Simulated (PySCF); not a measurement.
# NClO (nitrosyl chloride): M06-2X/STO-6G

What is the energy change on altering one bond length of NClO (nitrosyl chloride) at M06-2X/STO-6G? Input form: a Python script.

Program for the calculation: PySCF 2.14.0.

19 further runs of the same task are left out: 9 that didn't finish, 10 set aside as unsound or not needed.

## 1. The structure to begin with

The species is NClO (3 atoms), meant as a singlet with charge 0. SMILES: `O=NCl`. The shape is that of a PBE0-D4/def2-TZVP optimisation.

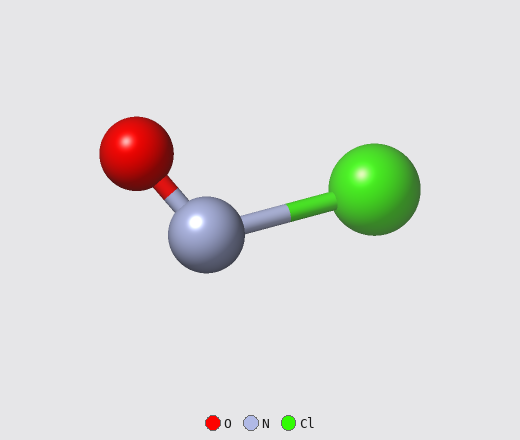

Viewed from a chosen angle; oxygen red, nitrogen light blue, chlorine green.

## 2. The energy at M06-2X/STO-6G

The input, input.py:

```python
from pyscf import gto, dft

mol = gto.M(
    atom='''
O    1.000080  -0.338330   0.513880
N    0.052050  -0.599550  -0.035840
Cl  -1.052130   0.937900  -0.478040
''',
    spin=0,
    basis='sto-6g',
    max_memory=1860,
    verbose=3,
)

calc0 = dft.RKS(mol)
calc0.xc = 'm06-2x'
calc0.conv_tol = 1e-10
calc0.grids.level = 5
calc0.kernel()
if not calc0.converged:
    calc0 = calc0.newton().run(calc0.mo_coeff, calc0.mo_occ)

e_tot = calc0.e_tot
print('E(%s) = %.9f' % ('M06-2X', e_tot))
```

Started as:

```
OMP_NUM_THREADS=1 python input.py
```

Standard output:

```text
converged SCF energy = -587.90312384722
E(M06-2X) = -587.903123847
```

Run time: 4.2 s. Hardware: 1 thread of Arm Neoverse V1, shared host; peak memory 0.19 GiB.

## 3. The distorted shape, same level

The input, input.py:

```python
from pyscf import gto, dft

mol = gto.M(
    atom='''
O      3.559146    -2.963625     1.639598
N      1.767629    -3.457260     0.600778
Cl    -1.988238     1.772374    -0.903365
''',
    spin=0,
    max_memory=1860,
    basis='sto-6g',
    unit='bohr',
    verbose=4,
)

calc0 = dft.RKS(mol)
calc0.xc = 'm06-2x'
calc0.grids.level = 5
calc0.conv_tol = 1e-10
calc0.kernel()
if not calc0.converged:
    calc0 = calc0.newton().run(calc0.mo_coeff, calc0.mo_occ)

energy = calc0.e_tot
print('Final energy', energy)
```

Started as:

```
OMP_NUM_THREADS=1 python input.py
```

Standard output:

```text
PySCF version 2.14.0

[INPUT] num. atoms = 3
[INPUT] num. electrons = 32
[INPUT] charge = 0
[INPUT] spin (= nelec alpha-beta = 2S) = 0
[INPUT] symmetry False subgroup None
[INPUT] Mole.unit = bohr
[INPUT] Symbol           X                Y                Z      unit          X                Y                Z       unit  Magmom
[INPUT]  1 O      1.883418953537  -1.568282811713   0.867637896670 AA    3.559146000000  -2.963625000000   1.639598000000 Bohr   0.0
[INPUT]  2 N      0.935388984161  -1.829503204225   0.317918026422 AA    1.767629000000  -3.457260000000   0.600778000000 Bohr   0.0
[INPUT]  3 Cl    -1.052130239485   0.937899930027  -0.478040171143 AA   -1.988238000000   1.772374000000  -0.903365000000 Bohr   0.0

nuclear repulsion = 61.9079724677874
number of shells = 11
number of NR pGTOs = 114
number of NR cGTOs = 19
basis = sto-6g
ecp = {}

[... 73 lines left out ...]
SCF not converged.
SCF energy = -587.779727587232
[... 17 lines left out ...]
XC functionals = m06-2x
    Y. Zhao and D. G. Truhlar.,  Theor. Chem. Acc. 120, 215 (2008)
    Y. Zhao and D. G. Truhlar.,  Theor. Chem. Acc. 120, 215 (2008)
radial grids:
    Treutler-Ahlrichs [JCP 102, 346 (1995); DOI:10.1063/1.469408] (M4) radial grids

becke partition: Becke, JCP 88, 2547 (1988); DOI:10.1063/1.454033
pruning grids: <function nwchem_prune>
grids dens level: 5
symmetrized grids: False
atomic radii adjust function: <function treutler_atomic_radii_adjust>
small_rho_cutoff = 0
******** <class 'pyscf.dft.rks.RKS'> Newton solver flags ********
SCF tol = 1e-10
conv_tol_grad = None
max. SCF cycles = 50
direct_scf = True
direct_scf_tol = 1e-13
max_cycle_inner = 12
max_stepsize = 0.05
ah_start_tol = 1e+09
ah_level_shift = 0
ah_conv_tol = 1e-12
ah_lindep = 1e-14
ah_start_cycle = 1
ah_max_cycle = 40
ah_grad_trust_region = 2.5
kf_interval = 4
kf_trust_region = 5
canonicalization = True
Set conv_tol_grad to 1e-05
  HOMO = -0.200060275035098  LUMO = -0.106179661819971  gap/eV = 2.55462
Initial guess E= -587.779727587232  |g|= 0.00282595
macro= 0  E= -587.779740553251  delta_E= -1.2966e-05  |g|= 0.000105998  3 KF 12 JK
macro= 1  E= -587.779740555627  delta_E= -2.3764e-09  |g|= 2.42082e-05  1 KF 7 JK
macro= 2  E= -587.779740555627  delta_E= 4.54747e-13  |g|= 9.25813e-07  1 KF 2 JK
Canonicalize SCF orbitals
macro X = 3  E=-587.779740555627  |g|= 9.25813e-07  total 6 KF 25 JK
converged SCF energy = -587.779740555627
Final energy -587.7797405556267
```

Wall time 18 s (1 thread of Arm Neoverse V1, shared host); peak memory 0.24 GiB.

## 4. Results

At M06-2X/STO-6G:

| quantity | value |
| --- | --- |
| first shape: total energy | -587.90312 Eh |
| first shape: dipole moment | 2.32 D |
| first shape: HOMO energy | -7.72 eV |
| first shape: LUMO energy | -0.18 eV |
| first shape: HOMO–LUMO gap | 7.53 eV |
| distorted shape: total energy | -587.77974 Eh |
| distorted shape: dipole moment | 6.45 D |
| distorted shape: HOMO energy | -5.43 eV |
| distorted shape: LUMO energy | -2.91 eV |
| distorted shape: HOMO–LUMO gap | 2.53 eV |
| energy change with the N2–Cl3 bond stretched from 1.944 to 3.499 Å | 3.357 eV |

In words: One bond (distorted shape) is far stretched, which a spin-restricted single reference describes badly; a broken-symmetry solution may lie lower. With the N2–Cl3 bond stretched from 1.944 to 3.499 Å the energy rises by 3.36 eV (77 kcal/mol). The first shape isn't relaxed at this level, so the change isn't measured from a minimum. A restricted reference can't describe the breaking bond well at this length. The minimal basis adds a large error of its own.
